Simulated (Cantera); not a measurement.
A closed system holds: 1 mol HI, 1.8 mol H2, at 2677 °C.

Method: chemical equilibrium by Gibbs-energy minimisation in Cantera with the NASA 1993 tables (ideal gas, pure condensed phases). Candidate condensed phases: I2; 5 gas species. The ideal-gas law is rough above about 30 bar. Kinetics and transport are ignored.

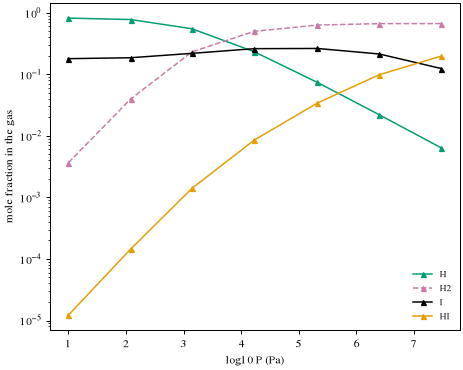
Fig. 1. Equilibrium gas composition (values under 1e-9 drawn at 1e-9)

From 10.0 Pa to 300 bar nothing is condensed.
